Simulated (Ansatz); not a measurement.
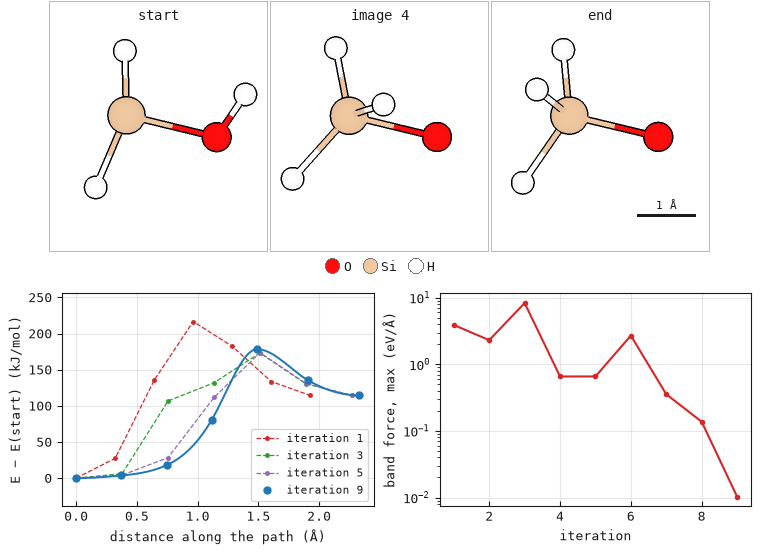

A search for the minimum-energy path of SiH3O (multiplicity 2) by the nudged elastic band. Images are numbered from 0 (start) to 6 (end). The plot follows the band through its iterations. Style: ball-and-stick. Shown at a tilt.

Computed with Ansatz, UKS PBE-D4/def2-SVP. Set-up: 5 movable images; climbing image; force threshold 0.03 eV/Å; iteration limit 60; starting path by straight interpolation.

Did the band converge, and can the barrier be trusted?

The run is converged, with reservations. The band converged in 9 iterations. The largest component of the band force went from 3.9 to 0.01 eV/Å. The climbing image converged on the top of the path. Its curvatures weren't checked. The straight starting path can push atoms close together and costs iterations. The first iteration put the highest image at 216.6 kJ/mol. Forward barrier 178.3 kJ/mol, backward barrier 63.9 kJ/mol, with image 4 at the top; the reaction energy is +114.4 kJ/mol.

The run took of the order of 50 core-seconds on a shared host.
